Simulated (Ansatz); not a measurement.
# GaH5O2 (built from SMILES OO.[GaH3]): search for a transition state, part 2 of 2

Ansatz 0.2.0, Gaussian basis; PBE0-D4. The steps go on from the part before.

### Step 6. Vibrations at the point found

vib/in.yaml

```yaml
crystal:
  periodic: [false, false, false]
  atoms:
    - {symbol: Ga, position_ang: [-0.629847, 0.023549, -0.979730]}
    - {symbol: H, position_ang: [-0.069533, -1.593239, -0.350873]}
    - {symbol: H, position_ang: [-0.064812, 0.195864, -2.417436]}
    - {symbol: H, position_ang: [-2.006460, 0.342008, -0.343020]}
    - {symbol: H, position_ang: [0.492042, -0.933498, 0.133294]}
    - {symbol: O, position_ang: [0.872431, 0.303793, 0.324550]}
    - {symbol: O, position_ang: [0.302874, 0.750751, 1.559688]}
    - {symbol: H, position_ang: [1.103304, 0.910672, 2.073528]}
basis:
  gaussian: {orbitals: def2-TZVP}
hamiltonian: {xc: pbe0, dispersion: d4}
phonons: {temperatures: {t_min: 298.15, t_max: 900, t_step: 200}}
```

Started as:

```bash
> ansatz run in.yaml --threads 4 --pin off --events-out ev --progress --plain --max-ram 9574MiB
```

What it wrote (excerpt; [...] marks lines left out):

```text
Functional definition: PBE0
  name "PBE0"
  cite "Adamo & Barone, J. Chem. Phys. 110, 6158 (1999) doi:10.1063/1.478522"
  cite "Perdew, Burke & Ernzerhof, Phys. Rev. Lett. 77, 3865 (1996) doi:10.1103/PhysRevLett.77.3865"
  parent pbe
[...]
935 factors; their error is unknown
[...]
mean field -56539.89882681 eV, -2077.8029577654 hartree, gradient 1.9e-5 eV, S^2 0.000000; 0 other end points of the search recorded, 0 dependent functions left out
[...]
reference -56539.89885479 eV, -2077.8029587936 hartree; 26, 26 occupied and 114, 114 virtual orbitals, 935 factors
[... from here to the last solve, the lines of the solves are left out (47 solves) ...]
935 factors; their error is unknown
[...]
mean field -56539.89876364 eV, -2077.8029554439 hartree, gradient 1.9e-6 eV, S^2 0.000000; 0 other end points of the search recorded, 0 dependent functions left out
[...]
WARN: phonons: modes at or below zero, which the zero-point energy, F, S and C_V leave out: 1, the lowest at -1144.39 cm⁻¹. A minimum has none, and a first-order saddle one
[...]
Total energy: -56539.99540375 eV, -2077.8065069026 hartree
Atom 0 at    -0.629847     0.023549    -0.979730 Å, force     0.000871    -0.000032    -0.000363 eV/Å
Atom 1 at    -0.069533    -1.593239    -0.350873 Å, force     0.000722     0.000806     0.000120 eV/Å
Atom 2 at    -0.064812     0.195864    -2.417436 Å, force    -0.000069     0.000159     0.000527 eV/Å
Atom 3 at    -2.006460     0.342008    -0.343020 Å, force    -0.000528     0.000040     0.000357 eV/Å
Atom 4 at     0.492042    -0.933498     0.133294 Å, force    -0.000414    -0.000766    -0.000280 eV/Å
Atom 5 at     0.872431     0.303793     0.324550 Å, force    -0.001201    -0.000588     0.000770 eV/Å
Atom 6 at     0.302874     0.750751     1.559688 Å, force    -0.000422     0.000094    -0.001926 eV/Å
Atom 7 at     1.103304     0.910672     2.073528 Å, force     0.001041     0.000287     0.000795 eV/Å
Dipole moment:     0.122978    -0.006511     0.098408 e Å
Vibrations: -1144.39 139.49 193.38 218.71 434.94 480.58 632.88 680.69 708.92 957.08 1010.01 1350.47 1390.62 1754.22 1833.37 2024.62 2050.55 3817.31 cm⁻¹, zero-point energy 1.219872 eV
```

Wall time 50 s (4 threads of Arm Neoverse V2, shared host).

Wavenumbers and character of the modes:

| mode | wavenumber (cm⁻¹) | character |
| --- | --- | --- |
| 1 | 1144i | changes H2–H5, Ga1–H2, H5–O6 |
| 2 | 139 | torsion |
| 3 | 193 | bend with torsion |
| 4 | 219 | torsion |
| 5 | 435 | bend with Ga–O stretch |
| 6 | 481 | Ga–O stretch with bend |
| 7 | 633 | bend |
| 8 | 681 | bend |
| 9 | 709 | bend |
| 10 | 957 | Ga–H stretch with bend |
| 11 | 1010 | O–O stretch |
| 12 | 1350 | bend |
| 13 | 1391 | bend |
| 14 | 1754 | Ga–H stretch |
| 15 | 1833 | bend with Ga–H stretch |
| 16 | 2025 | Ga–H stretch |
| 17 | 2051 | Ga–H stretch |
| 18 | 3817 | O–H stretch |

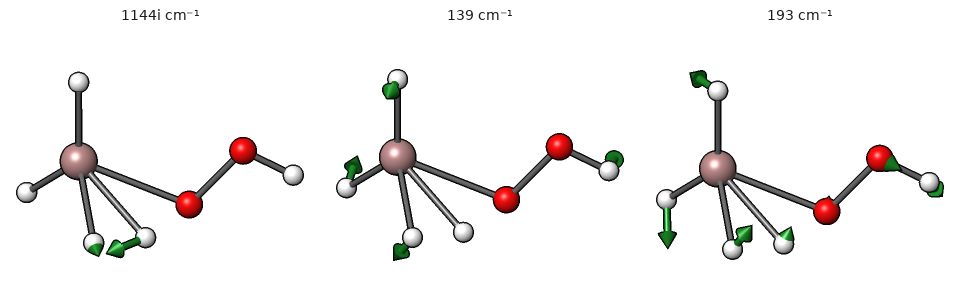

How the atoms move in 3 of the modes.

Vibrational sums (real modes only):

```
T (K)  entropy (J/mol/K)  heat capacity (J/mol/K)
  298               41.0                     50.2
  498               73.0                     75.3
  698              101.4                     92.9
  898              126.4                    104.9
```

### Step 7. Relaxing after a step of 0.30 Å one way along the mode

downa/in.yaml

```yaml
crystal:
  periodic: [false, false, false]
  atoms:
    - {symbol: Ga, position_ang: [-0.580648, 0.154244, -0.923027]}
    - {symbol: H, position_ang: [0.010746, -1.614246, -0.264060]}
    - {symbol: H, position_ang: [-0.062807, 0.172325, -2.407450]}
    - {symbol: H, position_ang: [-2.006469, 0.327869, -0.336403]}
    - {symbol: H, position_ang: [0.377916, -1.164006, -0.021112]}
    - {symbol: O, position_ang: [0.880635, 0.423017, 0.305035]}
    - {symbol: O, position_ang: [0.290680, 0.777748, 1.568475]}
    - {symbol: H, position_ang: [1.089947, 0.922950, 2.078542]}
basis:
  gaussian: {orbitals: def2-TZVP}
hamiltonian: {xc: pbe0, dispersion: d4}
relax: {f_tol: 0.005, max_steps: 200}
```

Started as:

```bash
> ansatz run in.yaml --threads 4 --pin off --events-out ev --progress --plain --max-ram 9574MiB
```

What it wrote (excerpt; [...] marks lines left out):

```text
[... 5 set-up lines as earlier in the session ...]
[...]
935 factors; their error is unknown
[...]
mean field -56539.66399015 eV, -2077.7943276773 hartree, gradient 5.1e-5 eV, S^2 0.000000; 0 other end points of the search recorded, 0 dependent functions left out
[...]
reference -56539.66401895 eV, -2077.7943287355 hartree; 26, 26 occupied and 114, 114 virtual orbitals, 935 factors
relax step   1: F+E_penalty+E_count = -56539.76110465 eV  Δ(F+E_penalty+E_count) = +0.000e0 eV  max|allowed force component| = 5.980e0 eV/Å  Δτ_max = 0.0000 Å  (26 SCF iters, accepted)
[...]
reference -56540.74389851 eV, -2077.8340135777 hartree; 26, 26 occupied and 114, 114 virtual orbitals, 935 factors
Total energy: -56540.83761907 eV, -2077.8374577445 hartree
Atom 0 at    -0.491737     0.432094    -0.849649 Å, force     0.001555     0.001046    -0.001203 eV/Å
Atom 1 at    -0.210182    -2.208592    -0.498556 Å, force    -0.000623     0.000058     0.000030 eV/Å
Atom 2 at     0.029958     0.365736    -2.314529 Å, force    -0.001987     0.000218     0.001393 eV/Å
Atom 3 at    -1.916502     0.282968    -0.250814 Å, force     0.000108    -0.000688    -0.001146 eV/Å
Atom 4 at     0.297986    -1.899299    -0.041267 Å, force     0.000737    -0.000102     0.000506 eV/Å
Atom 5 at     0.873198     0.843170     0.273668 Å, force    -0.001090    -0.001357     0.003226 eV/Å
Atom 6 at     0.399620     0.787239     1.631343 Å, force     0.001549     0.000837    -0.003743 eV/Å
Atom 7 at     1.017658     1.396585     2.049803 Å, force    -0.000249    -0.000013     0.000937 eV/Å
Dipole moment:    -0.071812     0.034703    -0.053349 e Å
```

It took 24 s on 4 threads of Arm Neoverse V2, shared host.

Step by step: (the energy doesn't fall at every step)

| step | energy from step 1 (eV) | largest force component (eV/Å) |
| --- | --- | --- |
| 1 | 0.0000 | 5.9802 |
| 2 | -0.7888 | 0.7765 |
| 3 | -0.9726 | 1.2093 |
| 4 | -0.9508 | 0.8232 |
| 5 | -1.0425 | 0.2745 |
| 6 | -1.0579 | 0.1963 |
| 7 | -1.0725 | 0.0664 |
| 8 | -1.0734 | 0.0782 |
| 9 | -1.0757 | 0.0391 |
| 10 | -1.0761 | 0.0185 |
| 11 | -1.0762 | 0.0396 |
| 12 | -1.0763 | 0.0375 |
| 13 | -1.0764 | 0.0276 |
| 14 | -1.0764 | 0.0140 |
| 15 | -1.0764 | 0.0123 |
| 16 | -1.0764 | 0.0187 |
| 17 | -1.0765 | 0.0037 |

Close pairs (by a distance rule), those that changed most:

```
  bond  before (Å)  after (Å)  change (Å)
Ga1–H5       1.863      2.591      +0.728
Ga1–H2       1.978      2.679      +0.701
 H2–H5       0.630      0.750      +0.121
Ga1–O6       1.928      1.815      -0.113
Ga1–H3       1.572      1.556      -0.016
 O7–H8       0.959      0.964      +0.004
Ga1–H4       1.552      1.553      +0.001
 O6–O7       1.439      1.439      +0.000
```

### Step 8. Relaxing after a step of 0.30 Å the other way along the mode

downb/in.yaml

```yaml
crystal:
  periodic: [false, false, false]
  atoms:
    - {symbol: Ga, position_ang: [-0.679046, -0.107146, -1.036432]}
    - {symbol: H, position_ang: [-0.149811, -1.572232, -0.437686]}
    - {symbol: H, position_ang: [-0.066818, 0.219403, -2.427422]}
    - {symbol: H, position_ang: [-2.006452, 0.356147, -0.349638]}
    - {symbol: H, position_ang: [0.606168, -0.702990, 0.287700]}
    - {symbol: O, position_ang: [0.864228, 0.184570, 0.344064]}
    - {symbol: O, position_ang: [0.315069, 0.723755, 1.550901]}
    - {symbol: H, position_ang: [1.116662, 0.898393, 2.068513]}
basis:
  gaussian: {orbitals: def2-TZVP}
hamiltonian: {xc: pbe0, dispersion: d4}
relax: {f_tol: 0.005, max_steps: 200}
```

Started as:

```bash
> ansatz run in.yaml --threads 4 --pin off --events-out ev --progress --plain --max-ram 9574MiB
```

What it wrote (excerpt; [...] marks lines left out):

```text
[... 5 set-up lines as earlier in the session ...]
[...]
935 factors; their error is unknown
[...]
mean field -56540.05362183 eV, -2077.8086463773 hartree, gradient 1.3e-5 eV, S^2 0.000000; 0 other end points of the search recorded, 0 dependent functions left out
[...]
reference -56540.05365041 eV, -2077.8086474278 hartree; 26, 26 occupied and 114, 114 virtual orbitals, 935 factors
relax step   1: F+E_penalty+E_count = -56540.14746619 eV  Δ(F+E_penalty+E_count) = +0.000e0 eV  max|allowed force component| = 4.791e0 eV/Å  Δτ_max = 0.0000 Å  (27 SCF iters, accepted)
[...]
reference -56540.73526799 eV, -2077.8336964119 hartree; 26, 26 occupied and 114, 114 virtual orbitals, 935 factors
Total energy: -56540.82655254 eV, -2077.8370510572 hartree
Atom 0 at    -0.716047    -0.279653    -1.085068 Å, force    -0.001180    -0.000014    -0.000472 eV/Å
Atom 1 at    -0.305091    -1.791066    -1.304672 Å, force     0.000183     0.000542     0.000332 eV/Å
Atom 2 at    -0.028204     0.839590    -1.947135 Å, force     0.000258     0.000077    -0.000157 eV/Å
Atom 3 at    -2.059630     0.022412    -0.324559 Å, force     0.000101    -0.000077    -0.000026 eV/Å
Atom 4 at     0.511774    -0.923134     1.246907 Å, force    -0.000461    -0.000604     0.001817 eV/Å
Atom 5 at     0.674129    -0.195672     0.630421 Å, force     0.000847     0.001271    -0.000681 eV/Å
Atom 6 at     0.534017     0.949816     1.464199 Å, force    -0.000924    -0.002732    -0.001204 eV/Å
Atom 7 at     1.389050     1.377606     1.319906 Å, force     0.001176     0.001536     0.000392 eV/Å
Dipole moment:     0.519891     0.015875     0.562030 e Å
```

Wall time 31 s (4 threads of Arm Neoverse V2, shared host).

Step by step: (the energy doesn't fall at every step)

```
step  energy from step 1 (eV)  largest force component (eV/Å)
   1                   0.0000                          4.7915
   2                  -0.4055                          0.5137
   3                  -0.4729                          0.7256
   4                  -0.5515                          0.9038
   5                  -0.6103                          0.3347
   6                  -0.6378                          0.2422
   7                  -0.6295                          0.3367
   8                  -0.6505                          0.0758
   9                  -0.6578                          0.0718
  10                  -0.6648                          0.3556
  11                  -0.6520                          0.7777
  12                  -0.6715                          0.0725
  13                  -0.6760                          0.0135
  14                  -0.6762                          0.2705
  15                  -0.6784                          0.0620
  16                  -0.6788                          0.0106
  17                  -0.6789                          0.0185
  18                  -0.6790                          0.0197
  19                  -0.6790                          0.0083
  20                  -0.6790                          0.0105
  21                  -0.6791                          0.0119
  22                  -0.6791                          0.0027
```

Distances of close pairs at the start and the end, largest changes first:

```csv
bond,before (Å),after (Å),change (Å)
Ga1–H5,1.939,2.713,+0.774
Ga1–O6,2.091,2.210,+0.119
Ga1–H2,1.669,1.582,-0.087
H5–O6,0.926,0.967,+0.041
Ga1–H3,1.554,1.571,+0.017
Ga1–H4,1.565,1.573,+0.008
O6–O7,1.431,1.424,-0.008
O7–H8,0.970,0.967,-0.003
```

### Step 9. The three structures

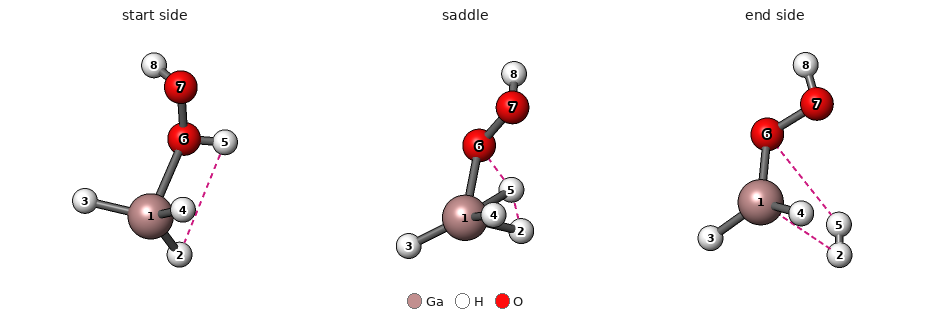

The minimum on the start side, the saddle and the minimum on the end side; broken lines join the pairs that change, where they aren't drawn as bonds.

```csv
pair,start side (Å),saddle (Å),end side (Å)
Ga1–O6,2.210,2.009,1.815
H2–H5,2.816,0.992,0.750
Ga1–H2,1.582,1.823,2.679
H5–O6,0.967,1.308,2.820
```

### Step 10. Outcome

What follows sums up all 2 parts.

```
                       quantity                                                        value
                 imaginary mode                                                   1144i cm⁻¹
    barrier from the start side                                                  80.2 kJ/mol
      barrier from the end side                                                  81.3 kJ/mol
             energy of the step                                                  -1.1 kJ/mol
              pairs that change  Ga1–O6 tightened, H2–H5 formed, Ga1–H2 broken, H5–O6 broken
zero-point energy at the saddle                                                     1.220 eV
```

The point has a single imaginary mode (1144i cm⁻¹), as a transition state must. Going downhill both ways gives the intended start and end. At PBE0-D4/def2-TZVP the electronic barrier is 80.2 kJ/mol, about 32 kT at 298 K, and the step runs 1.1 kJ/mol downhill. The barrier is thin enough for tunnelling; the leading (Wigner) term alone is a factor of 2.3 at 298 K. A step off the saddle overshot and began above it in energy, so the link to its end is likely but not proven. The ends are the nearest minima, not always the lowest complexes.
